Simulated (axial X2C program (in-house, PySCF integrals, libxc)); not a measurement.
## BrC⁻: relativistic diatomic calculation

System: BrC⁻. The reference is closed-shell BrC⁻; the roots are vertical excitation energies. The distance is the PBE0 minimum at charge −1.
Method: EOM-EE-CCSD, two-component X2C with atomic mean-field Coulomb and Gaunt terms, Br dyall-acv3z, C dyall-av3z (cores contracted) (axial X2C program (in-house, PySCF integrals, libxc)).

### Output
```
two-component X2C + atomic mean field  HF
basis functions 176  fitting functions 932  grid points 5076
iter        total energy     max residual
   1      -2641.336085313     2.01e-01
   2      -2641.357417088     6.92e-03
   3      -2641.358960174     4.21e-03
   4      -2641.359310818     1.94e-03
   5      -2641.359441973     9.05e-04
   6      -2641.359470918     2.79e-04
   7      -2641.359473694     1.10e-04
   8      -2641.359474069     2.72e-05
   9      -2641.359474114     1.32e-05
  10      -2641.359474124     6.16e-06
  11      -2641.359474127     3.91e-06
  12      -2641.359474128     2.47e-06
  13      -2641.359474129     8.62e-07
converged
one-electron -3790.88462248  Coulomb 1192.22930363  exact exchange -96.37140247  xc functional 0.00000000  nuclear repulsion 54.66168927  atomic mean-field constant -0.99444208
correlated 12  virtual 246  natural virtual 88  E(MP2) -0.306983200  MP2 remainder -0.036790384
iter   CCSD correlation   residual
   1     -0.291139635   1.57e-01
   2     -0.302650230   8.87e-02
   3     -0.307779166   6.19e-02
   4     -0.309804533   4.51e-02
   5     -0.311691731   2.96e-02
   6     -0.312714691   1.58e-02
   7     -0.312970394   6.79e-03
   8     -0.313117325   3.43e-03
   9     -0.313104622   1.67e-03
  10     -0.313104057   6.66e-04
  11     -0.313095082   3.07e-04
  12     -0.313093719   1.37e-04
  13     -0.313092495   7.28e-05
  14     -0.313091637   4.70e-05
  15     -0.313090903   3.49e-05
  16     -0.313090082   2.75e-05
  17     -0.313089106   2.05e-05
  18     -0.313088381   1.28e-05
  19     -0.313088011   6.86e-06
  20     -0.313087894   3.83e-06
  21     -0.313087814   2.31e-06
  22     -0.313087784   1.48e-06
  23     -0.313087759   9.71e-07
  24     -0.313087746   6.16e-07
(T) -0.018392578398556708  T1 0.0215  D1 0.0322  max T2 0.267
EOM-EE-CCSD roots
2*Omega      energy/Eh   energy/eV  one-particle weight
    0       0.07340580      1.9975      0.927
    0       0.07342398      1.9980      0.927
    0       0.09856936      2.6822      0.378
    0       0.09956108      2.7092      0.910
    0       0.09959681      2.7102      0.899
    2      -0.01034235     -0.2814      0.965
    2       0.07958415      2.1656      0.914
    2       0.10214169      2.7794      0.908
    2       0.10435162      2.8396      0.923
    4       0.02985364      0.8124      0.962
    4       0.10949494      2.9795      0.916
    4       0.15262738      4.1532      0.899
    6       0.19846863      5.4006      0.105
```

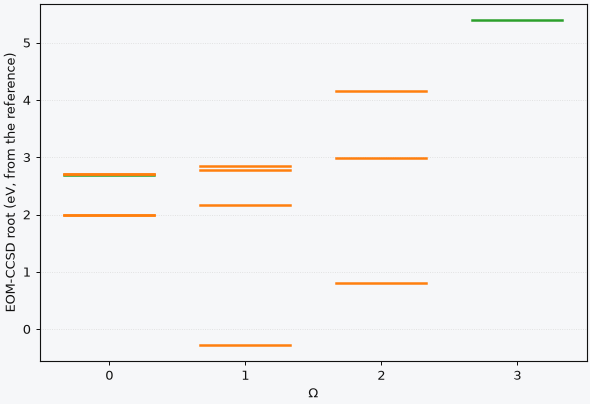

Figure 1. EOM-CCSD roots by Ω at 2.03 Å; roots whose one-particle weight is under 0.8 have the second colour. The lowest has Ω = 1 and lies at −0.281 eV, with one-particle weight 0.96. 2 of the 13 roots are less well described at this level.

### Input file
```
{"zs": [35, 6], "q": -1, "bas": ["dyall-acv3z", "dyall-av3z"], "r0": 1.89, "eom": "ee", "thr": -2.0, "nmax": 88}
```

The line is the task of a batch: nuclear charges, charge, bases, a first guess of the distance and further settings. This report covers the levels named above. The log is that of the reference distance 2.033 Å.

The run was one of a batch that the task file lists, launched with:
```bash
python <driver script> task.json out
```

### Summary

- outcome: converged
- HF energy of the reference BrC⁻: −2641.35947 hartree
- MP2 energy of the reference BrC⁻: −2641.66646 hartree
- CCSD energy of the reference BrC⁻ (with the MP2 share of the virtual spinors left out of the coupled-cluster step): −2641.70935 hartree
- CCSD(T) energy of the reference BrC⁻: −2641.72774 hartree
- T1 diagnostic (spinor form; for a closed shell √2 times the usual value): 0.022
- hardware: 1 thread of Intel Xeon @ 2.90GHz (Ice Lake), 192 GiB of memory available, shared host
- wall time: 91 s
- peak memory: 0.74 GiB
